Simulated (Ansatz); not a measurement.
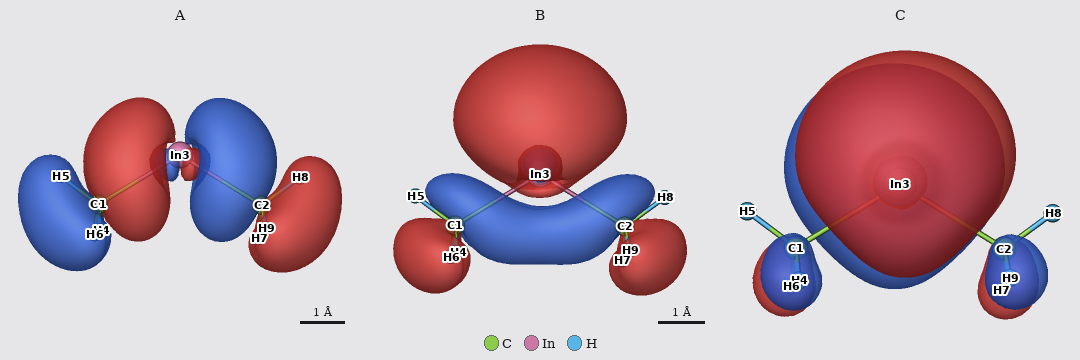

*C₂H₆In (doublet). Three frontier orbitals at ±0.06 Å⁻³ᐟ² (red and blue are the two phases), in no order.*

Geometry: PBE0-D3(BJ)/def2-SVP; core potentials replace the inner electrons of In.

Theory: isolated molecule in a Gaussian basis; Kohn-Sham density functional theory, functional PBE0 (Ansatz).

Input file:

```
crystal:
  periodic: [false, false, false]
  atoms:
    - symbol: C
      position_ang: [0.969735, 0.612538, -1.487702]
    - symbol: C
      position_ang: [3.606851, 2.583646, 0.359930]
    - symbol: In
      position_ang: [1.507363, 2.409464, -0.314856]
    - symbol: H
      position_ang: [1.214095, -0.281454, -0.891864]
    - symbol: H
      position_ang: [-0.094909, 0.594640, -1.755433]
    - symbol: H
      position_ang: [1.578663, 0.599832, -2.405932]
    - symbol: H
      position_ang: [4.265796, 2.519512, -0.520749]
    - symbol: H
      position_ang: [3.794923, 3.525957, 0.891038]
    - symbol: H
      position_ang: [3.830016, 1.736351, 1.028057]
basis:
  gaussian:
    orbitals: def2-TZVPD
magnetization:
  spin_polarized: true
  initial_magnetization: 1
hamiltonian:
  xc: pbe0
output:
  forces: true
  orbitals: {seedname: orbitals}
```

Command:

```sh
ansatz run input.yaml --threads 2 --pin off --max-ram 4350MiB --events-out events.jsonl --progress --plain --runs-dir runs
```

Which picture is the HOMO−1, the HOMO and the LUMO? All are α orbitals.

Answer. A is the HOMO−1 (α) (−7.33 eV). It lies mainly on C1 (about 30 %), C2 (about 30 %) and In3 (about 25 %). B is the HOMO (α) (−4.94 eV). By Hirshfeld shares it lies mainly on In3 (about 65 %), C1 (about 10 %) and C2 (about 10 %). C is the LUMO (α) (−1.43 eV). It lies mainly on In3 (about 85 %).

What is the gap between the highest occupied and lowest empty α orbitals?

Answer. 3.51 eV between the orbital energies.
